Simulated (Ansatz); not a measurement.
# Cr2CF2 MXene monolayer in a perpendicular field, part 2 of 3

What dipole does a perpendicular field induce in the Cr2CF2 MXene monolayer, and does the gap follow? A positive field points along +c.

Ansatz 0.2.0; plane-wave DFT, PBE+U-D3(BJ), Ansatz PAW.

So far: The structure; Relaxation.

In doubt: warnings of the run leave room for a lower electronic state, so energies may not be the lowest and differences between runs may mislead.

## 2. Relaxation (continued)

Site moment by atom:

```
atom  site moment (μB)
  F1              0.03
 Cr2              2.64
  C3             -0.28
 Cr4              2.64
  F5              0.03
```

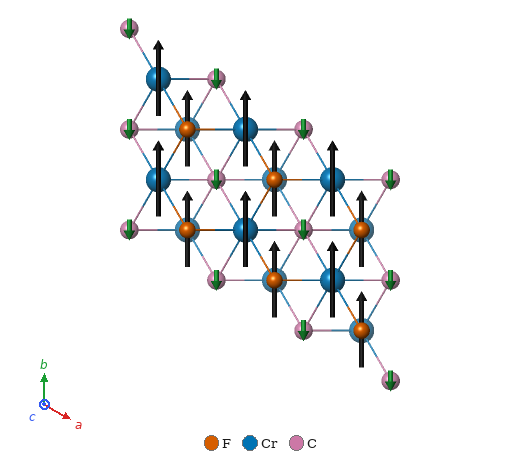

Site moment as arrows, the longest 2.64 μB. Up and down stand for the sign. Arrows give size and sign along the axis of quantisation, drawn up and down the page. Each arrow also spans its atom, so small moments look longer than they are. The two directions have two colours. 3×2×1 cells are drawn. Some periodic images of atoms are drawn too.

The lattice constant a goes from 2.836 to 3.053 Å.

## 3. Single point, field 0

A sawtooth potential applies the field, turning back in the middle of the vacuum. With the dipole correction the typed value is the field outside the slab. The induced dipole is small, so the SCF threshold is tight.

The cell differs from the one that the last finished run ended in (c 38.632 → 22.617 Å).

Input file input.yaml:

```yaml
crystal:
  lattice:
    - [3.0528144865, 0.0, 0.0]
    - [-1.5264072433, 2.6438148984, 0.0]
    - [0.0, 0.0, 22.6166815019]
  atoms:
    - { symbol: F, position: [0.3333333333, 0.6666666667, 0.3979363639], spin: 0.03 }
    - { symbol: Cr, position: [0.6666666667, 0.3333333333, 0.4485851405], spin: 2.64 }
    - { symbol: C, position: [0.0, 0.0, 0.5], spin: -0.28 }
    - { symbol: Cr, position: [0.3333333333, 0.6666666667, 0.5514148595], spin: 2.64 }
    - { symbol: F, position: [0.6666666667, 0.3333333333, 0.6020636361], spin: 0.03 }
magnetization:
  spin_polarized: true
kpoints:
  mp_grid: { grid: [18, 18, 1] }
  band_path:
    path: [[0, 0, 0], [0.5, 0, 0], [0.33333333, 0.33333333, 0], [0, 0, 0]]
    npoints: 16
hamiltonian:
  xc: pbe
  dispersion: d3bj
  hubbard: { sites: [{ species: Cr, l: d, u_eff: 2.0 }] }
scf:
  occupations: { method: fermi_dirac, width: 0.02585 }
  convergence: { dr2_threshold: 1.0e-10 }
efield:
  axis: 3
  dipole_correction: true
  ramp_position: 0.97
  ramp_width: 0.06
  amplitude: 0
output:
  dos: { projected: true, e_range: [-6, 5] }
  bader: true
  write_potential: true
  write_density: true
  volumetric_format: npy
  elf: true
```

The run is started by

```console
$ ansatz run input.yaml --threads 2 --pin off --max-ram 3072MiB --backend cpu --events-out ev --progress --plain --runs-dir out
```

Numbers of over 12 decimals in the logs are rounded to 6 here.

The program printed:

```text
[...]
Crystal: 5 atoms, lattice volume = 182.541 Å³
Basis set: ecut = 420 eV, 3543 PW (Γ)
Bands: 31, of which v1, the nominal top of the filled ones, is band 23 counted from 1 (22 counted from 0)
Symmetry: 6 space group operations
k-points: 37 of 324 (time reversal used)
[...]
Starting moments: Σ|m| = 5.62 μB on 5 of 5 sites
[...]
SCF iter   1: F=—  HF=-8628.051324 eV  |F-HF|=—  |Δ(HF+E_count)|=         —  Δρ=7.58e-2 (↑7.58e-2 ↓5.62e-2)  dr2=3.80e1  dr2_m=5.14e-1  M=5.107 μB ∫|m|=5.331 μB  β_m=0.30  ethr=3.10e-3  p=0.000 e·Å  D=1.02e-13 V/Å  ΔV_dip=-0.00 eV  dr2_dipole=1.37e-8  V_vac-E_F(+/−)=4.92/4.92 eV  ⟨swp⟩=9.7  Hψ=11883  notcnv=0
efield: sawtooth ramp at fractional position 0.9700 (set: `efield.ramp_position`, or a place that a band, a saddle search or an elastic batch's reference lends), width 0.0600; the density the first Hamiltonian is built on has a dipole p = 0.000 e·Å; the dipole correction subtracts the counter field D = 1.02e-13 V/Å, which shifts the + side's vacuum level by -0.00 eV against the − side's; the planar-averaged density in the ramp window peaks in size at 6.6e-6 e/Å³
[...]
SCF iter   2: F=—  HF=-8621.371968 eV  |F-HF|=—  |Δ(HF+E_count)|=    6.68e0  Δρ=3.01e-2 (↑1.88e-2 ↓3.01e-2)  dr2=3.88e0  dr2_m=4.70e-1  M=5.982 μB ∫|m|=6.452 μB  β_m=0.30  ethr=3.10e-3  p=0.000 e·Å  D=1.56e-8 V/Å  ΔV_dip=-0.00 eV  dr2_dipole=2.77e-8  V_vac-E_F(+/−)=6.70/6.70 eV  ⟨swp⟩=3.9  Hψ=6388  notcnv=0  defer=61  κ⁻¹=1.0e0(r=1)
[...]
SCF iter   8: F=—  HF=-8621.444827 eV  |F-HF|=—  |Δ(HF+E_count)|=   3.28e-2  Δρ=1.59e-3 (↑1.59e-3 ↓1.10e-3)  dr2=1.07e-2  dr2_m=1.02e-3  M=6.000 μB ∫|m|=6.693 μB  β_m=1.20  ethr=5.23e-6  p=0.003 e·Å  D=3.24e-3 V/Å  ΔV_dip=-0.07 eV  dr2_dipole=1.24e-3  V_vac-E_F(+/−)=5.55/5.63 eV  ⟨swp⟩=3.2  Hψ=5556  notcnv=0  defer=66  κ⁻¹=1.0e0(r=1)
density mixer auto → broyden: no gap read (density of states about μ 0.88 of a free-electron gas's, 14 screened modes)
SCF iter   9: F=—  HF=-8621.466309 eV  |F-HF|=—  |Δ(HF+E_count)|=   2.15e-2  Δρ=2.78e-3 (↑2.78e-3 ↓8.46e-4)  dr2=5.97e-2  dr2_m=2.04e-3  M=6.000 μB ∫|m|=6.685 μB  β_m=1.20  ethr=5.23e-6  p=-0.008 e·Å  D=-8.02e-3 V/Å  ΔV_dip=0.18 eV  dr2_dipole=8.43e-3  V_vac-E_F(+/−)=5.66/5.48 eV  ⟨swp⟩=3.9  Hψ=5004  notcnv=0  defer=66  κ⁻¹=2.2e-1(r=2)
[...]
SCF iter  22: F=-8621.493981 eV  HF=-8621.493981 eV  |F-HF|=2.91e-11  |Δ(HF+E_count)|=  5.64e-11  Δρ=6.99e-8 (↑6.99e-8 ↓4.76e-8)  dr2=1.01e-11  dr2_m=1.15e-12  M=6.000 μB ∫|m|=6.595 μB  ethr=1.00e-12  p=-0.000 e·Å  D=-1.92e-9 V/Å  ΔV_dip=0.00 eV  dr2_dipole=2.96e-13  V_vac-E_F(+/−)=5.48/5.48 eV  ⟨swp⟩=1.4  Hψ=4941  notcnv=0
SCF 1 converged in 22 iterations: F = -8621.493981 eV  dr2 = 1.01e-11
[...]
WARN: an SCF from ferrimagnetic starting moments (0.03, -3.05, -0.28, 3.05, 0.03 Bohr magnetons, atom by atom) was not made, by what the run has read of turns of its moments that order reads lower: the deck asks for what bars it, or types moments that do (magnetization.spin_polarized, in the input reference, names some of the keys), or the run goes by scf.lower_state_search: light, the default, which as a rule tries one only behind a close that has lost an order of both signs, or on which an open d or half-filled 4f shell of a PAW file has lost a moment that was set nearer to Hund's than to what is left; [rest of the remark cut]
[...]
this state was not tested for a lower state beside it, because the mixer in use, unlike msr1, does not test its closes by its own steps (another_mixer; see scf.mixing.algorithm and scf.lower_state_search)
NSCF: frozen V_eff on 49 k-points
efield: sawtooth ramp at fractional position 0.9700 (kept from the solve that this one continues, or follows in the run), width 0.0600; the density the first Hamiltonian is built on has a dipole p = -0.000 e·Å; the dipole correction subtracts the counter field D = -1.92e-9 V/Å, which shifts the + side's vacuum level by +0.00 eV against the − side's; the planar-averaged density in the ramp window peaks in size at 5.3e-6 e/Å³
SCF converged after 22 iterations
Magnetization: 6.0000 μB (26.0000 up, 20.0000 down)
Absolute magnetization: 6.5951 μB (∫|ρ↑−ρ↓|, with the PAW one-centre terms)
[...]
Per-site moments (μB) at R_I (Å): [(0.029423, 0.867109), (2.641286, 0.867109), (-0.273304, 0.871024), (2.641286, 0.867109), (0.029423, 0.867109)]
Free energy (F): -8621.493981 eV
[...]
Internal energy: -8621.493198 eV  (E = F + TS)
E sigma→0 (E₀):  -8621.493590 eV
Entropy (-TS):   -0.000783 eV (-0.157 meV/atom)
Fermi energy:    -0.586272 eV
Dipole field:    D = -0.000001 V/Å  (p = -0.000001 e·Å, saw-weighted, corrected)
Work function:   Φ+ = 5.4798 eV   Φ− = 5.4798 eV
Levels:          The Fermi level and band energies are counted from a zero that moves with the ramp; work functions are not
[...]
--- Band table (eV; the first three rows and the last of 74) ---
  k-point 0 ↑: bands = [... 19 lower, -3.3907, -3.3002, -3.3002, -2.8505, -1.9262, -1.9262, -0.6075, -0.5253, ... 4 higher]
  k-point 1 ↑: bands = [... 19 lower, -3.5273, -3.3005, -3.1739, -2.7307, -1.9130, -1.8983, -0.6342, -0.5155, ... 4 higher]
  k-point 2 ↑: bands = [... 19 lower, -3.6915, -3.3724, -3.0266, -2.5512, -1.8647, -1.8283, -0.7214, -0.4864, ... 4 higher]
  k-point 36 ↓: bands = [... 19 lower, -3.2300, 1.8367, 1.9919, 1.9919, 2.7978, 2.7978, 2.8620, 3.5714, ... 4 higher]
Occupation matrices written to <dir>
--- Bader charges: 5 sites ---
  site symbol  charge [e]  shift [e]    m [muB]
     0      F     -0.7410     0.0003     0.0897
     1     Cr      1.5067     0.0013     3.0039
     2      C     -1.5313     0.0019    -0.1873
     3     Cr      1.5066     0.0013     3.0039
     4      F     -0.7410     0.0003     0.0897
  estimated error of the sums over rays = 5.1e-4 e
```

The job ended after 66 s (2 threads of AMD EPYC 7B13 (Zen 3), shared host; peak memory 0.82 GiB; 2.1 min of CPU time).

Numbers from this step:

```yaml
energy_at_zero_smearing: -8621.4936 eV
site_moments: 0.02942, 2.641, -0.2733, 2.641, 0.02942 μB
dipole_along_the_normal: -7.74e-7 e·Å
gap_along_the_path: 0.0823 eV
ionisation_energy_upper_face: 5.501 eV
electron_affinity_upper_face: 5.419 eV
gap_the_smaller_of_path_and_mesh: 0.08223 eV
```

Running mean over a fixed 2.7 Å (it still follows the layers) of the planar mean; the ramp of the sawtooth is left out. Table of electron's electrostatic potential energy less the Fermi level by z:

```
z (Å)  electron's electrostatic potential energy less the Fermi level (eV)
    3                                                                 5.48
    4                                                                 5.48
    5                                                                 5.48
    6                                                                 5.48
    7                                                                 5.32
    8                                                                 2.09
    9                                                                -3.73
   10                                                                -8.44
   11                                                                -9.55
   12                                                                -9.20
   13                                                                -6.98
   14                                                                -1.28
   15                                                                 3.79
   16                                                                 5.44
   17                                                                 5.48
   18                                                                 5.48
   19                                                                 5.48
```

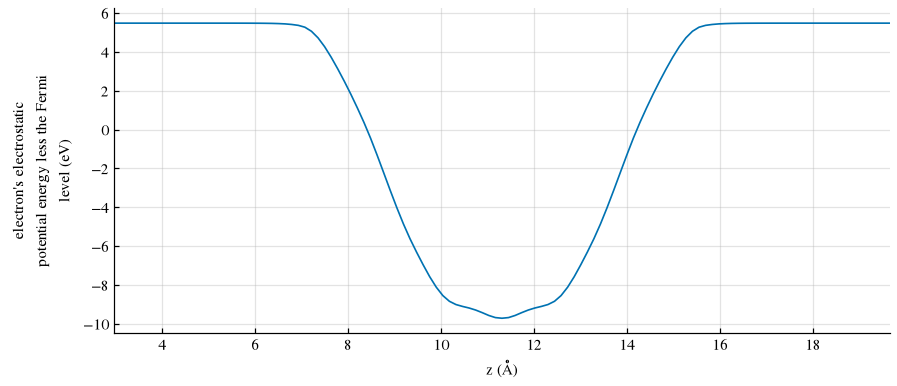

Electron's electrostatic potential energy less the Fermi level against z.

The density of states has structure finer than the step of the table below, so its rows give means over 0.25 eV, whole bins alone (the curve runs from -6 to 2.05 eV). Peaks (eV: height): total -5.970: 13.7, -5.860: 24.6, -3.740: 8.99, -2.550: 9.43, -1.670: 8.26, -1.120: 7.62, -0.490: 6.16; up -5.970: 4.53, -4.760: 5.61, -3.740: 8.08, -3.460: 4.04, -1.670: 7.75, -1.120: 7.62, -0.490: 6.16; down -5.860: 23.3, -2.580: 8.24.

Table of density of states by energy, zero at the Fermi level of the run, which the smearing sets inside the gap; means over each step; values in states/eV a cell:

```
energy (eV)  total     up    down
      -5.75   7.34  0.642    6.70
      -5.50  0.375      0   0.375
      -5.25      0      0       0
      -5.00      0      0       0
      -4.75   2.31   2.31       0
      -4.50   1.19   1.19       0
      -4.25  0.876  0.865  0.0107
      -4.00   1.90  0.904   0.992
      -3.75   5.06   3.91    1.14
      -3.50   2.50   1.95   0.552
      -3.25   1.33  0.771   0.558
      -3.00   1.70   1.12   0.582
      -2.75   2.88   1.56    1.31
      -2.50   4.85   1.18    3.66
      -2.25   1.99  0.976    1.02
      -2.00   1.99  0.956    1.03
      -1.75   4.65   4.04   0.615
      -1.50   2.66   2.33   0.322
      -1.25   3.85   3.85       0
      -1.00   2.67   2.67       0
      -0.75   1.20   1.20       0
      -0.50   2.35   2.35       0
      -0.25   1.48   1.48       0
       0.00  0.619  0.619       0
       0.25   1.62   1.62       0
       0.50   1.48   1.48       0
       0.75   1.00  0.655   0.349
       1.00   1.02  0.448   0.573
       1.25  0.993  0.337   0.656
       1.50   1.04  0.262   0.779
       1.75   1.98  0.916    1.07
```

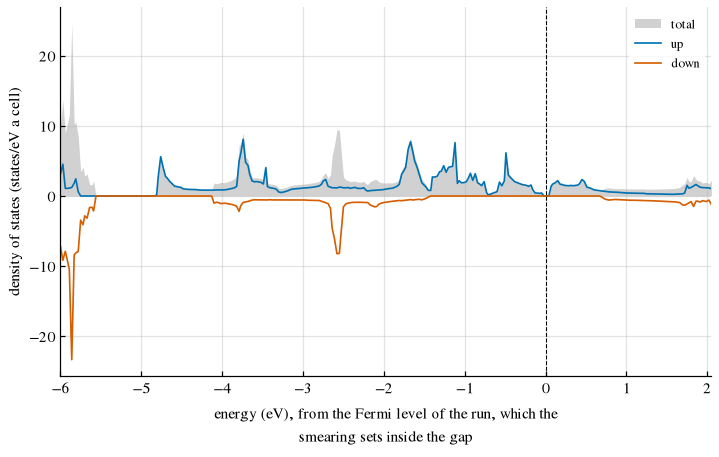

Density of states against energy. Down spins are drawn negative.

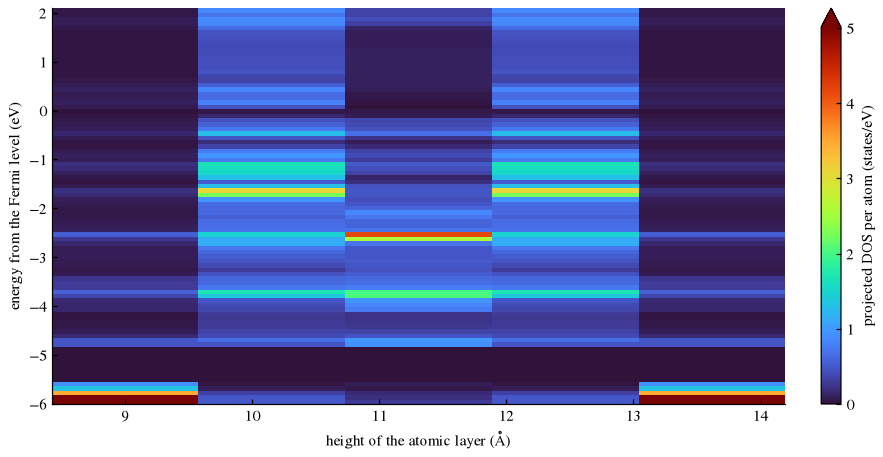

Projected DOS per atom over height of the atomic layer and energy from the Fermi level. Layers: F Cr C Cr F from below.

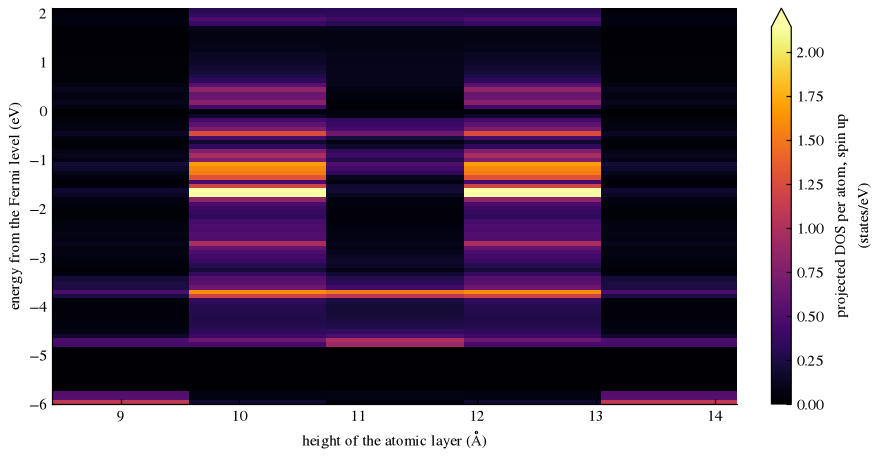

Projected DOS per atom, spin up over height of the atomic layer and energy from the Fermi level. Layers: F Cr C Cr F from below.

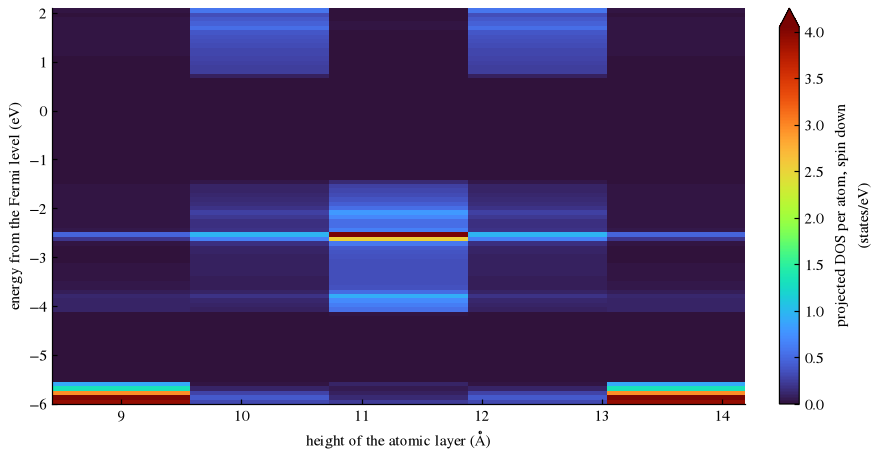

Projected DOS per atom, spin down over height of the atomic layer and energy from the Fermi level. Layers: F Cr C Cr F from below.

Deep bands are left out, so band numbers here count from the lowest band kept and differ from the log's. The electronic bands at the labelled points (eV, zero at the Fermi level of the run, which the smearing sets inside the gap; # counts the bands kept):

```
point  up #14  up #15  up #16  up #17  down #8  down #9  down #10  down #11
    Γ   -1.34   -0.02    0.06    0.06    -1.44    -1.44      2.01      2.01
    M   -1.40   -0.15    0.46    1.72    -2.56    -2.09      0.68      2.81
    K   -0.88   -0.78    1.58    1.58    -3.63    -2.64      2.42      2.58
    Γ   -1.34   -0.02    0.06    0.06    -1.44    -1.44      2.01      2.01
```

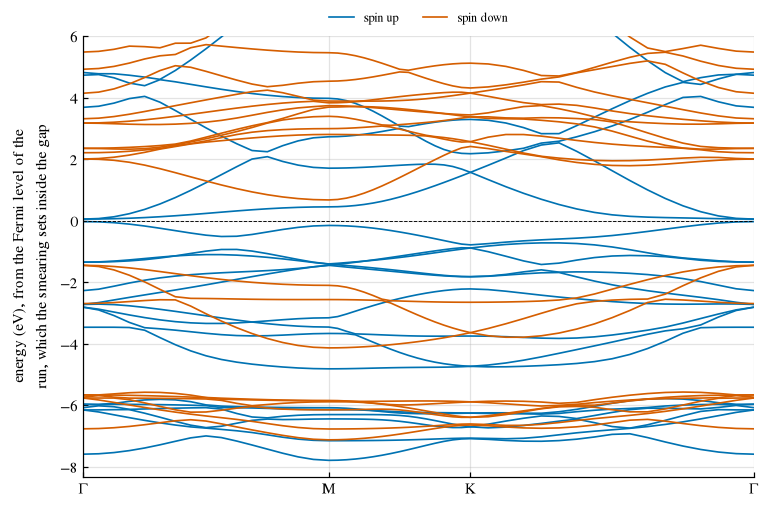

Electronic bands along the path; the two colours are the two spins.

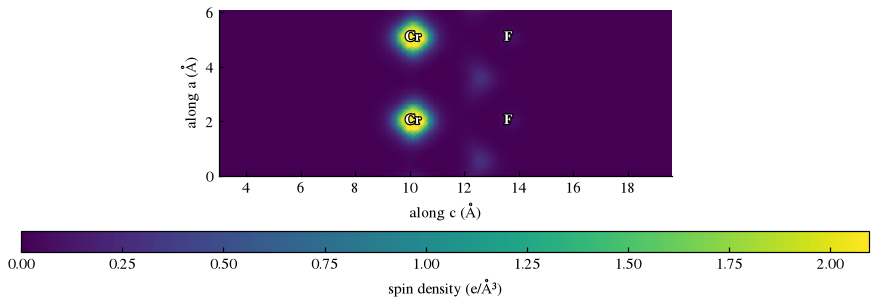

Spin density in the ca plane at fractional y = 0.333, with atoms of Cr and F within 0.2 Å of it. The far vacuum is left out of the map.

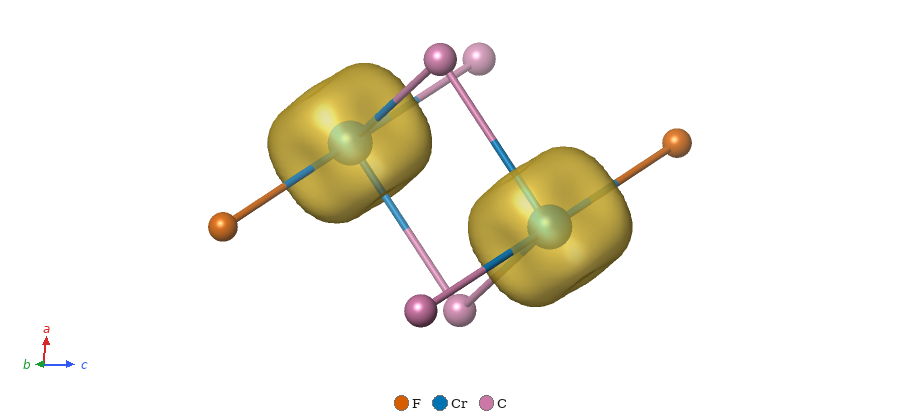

Surface of spin density = 0.34 e/Å³, which holds about 70 % of the integral of its size.

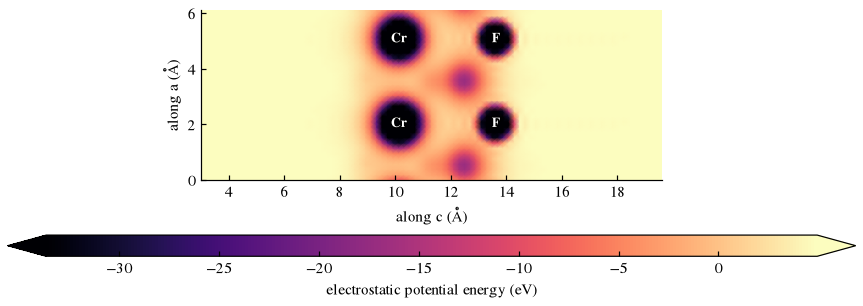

Electrostatic potential energy in the ca plane at fractional y = 0.333, with atoms of Cr and F within 0.2 Å of it. With pseudopotentials it is smooth inside the atoms' cores, unlike the true potential. The far vacuum is left out of the map.

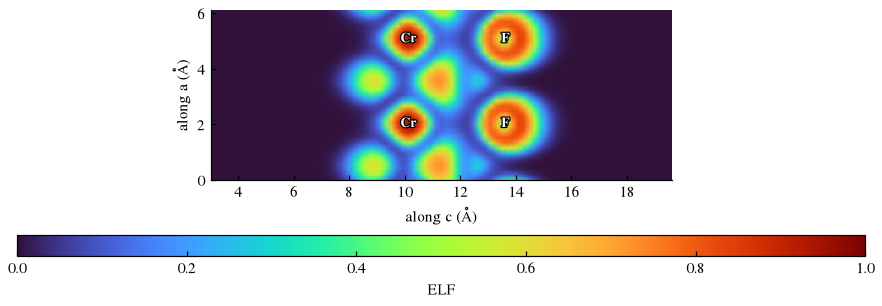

ELF in the ca plane at fractional y = 0.333, with atoms of Cr and F within 0.2 Å of it. It is the smooth field of the valence electrons, not physical close to the nuclei. The far vacuum is left out of the map.

The gap is 0.08 eV, with the valence edge 5.50 eV and the conduction edge 5.42 eV under the upper vacuum level.

## 4. Atoms held, field 0.1 V/Å

Changes to input.yaml since step 3:

```diff
@@ -28,8 +28,6 @@
   dipole_correction: true
-  ramp_position: 0.97
-  ramp_width: 0.06
-  amplitude: 0
+  ramp_position: 0.9235
+  ramp_width: 0.153
+  amplitude: 0.1
 output:
-  dos: { projected: true, e_range: [-6, 5] }
-  bader: true
   write_potential: true
@@ -37,2 +35 @@
   volumetric_format: npy
-  elf: true
```

The program printed:

```text
[...]
Crystal: 5 atoms, lattice volume = 182.541 Å³
Basis set: ecut = 420 eV, 3543 PW (Γ)
Bands: 31, of which v1, the nominal top of the filled ones, is band 23 counted from 1 (22 counted from 0)
Symmetry: 6 space group operations
k-points: 37 of 324 (time reversal used)
[...]
Starting moments: Σ|m| = 5.62 μB on 5 of 5 sites
[...]
k-point 1 ↑: bands = [... 19 lower, -3.5275, -3.3006, -3.1740, -2.7308, -1.9132, -1.8985, -0.6344, -0.5156, ... 4 higher]
  k-point 2 ↑: bands = [... 19 lower, -3.6916, -3.3726, -3.0267, -2.5513, -1.8649, -1.8285, -0.7216, -0.4866, ... 4 higher]
  k-point 36 ↓: bands = [... 19 lower, -3.2302, 1.8365, 1.9910, 1.9925, 2.7956, 2.7996, 2.8618, 3.5700, ... 4 higher]
Occupation matrices written to <dir>
[key lines of the parts left out:]
SCF converged after 22 iterations
Magnetization: 6.0000 μB (26.0000 up, 20.0000 down)
Free energy (F): -8621.495090 eV
Fermi energy:    -0.586460 eV
Dipole field:    D = 0.021974 V/Å  (p = 0.022167 e·Å, saw-weighted, corrected)
```

It took 47 s on 2 threads; peak memory 0.82 GiB; 90 s of CPU time.

The dipole is 0.0222 e·Å, and the gap 0.082 eV.

(Continued in part 3 of 3.)

[Logs are printed without paths, hosts, clocks, repeated set-up lines and the standing remarks that a program may print on its own settings, such as how far it seeks lower states.]

[Hosts, paths, dates, database ids (printed as entryN), source tags and the programs' standing remarks are cut or masked in the printed files.]

[Maps of the electrostatic potential energy from Ansatz leave out the sawtooth potential of an applied field or a dipole correction, so their vacuum need not be flat; planar profiles and work functions include it.]
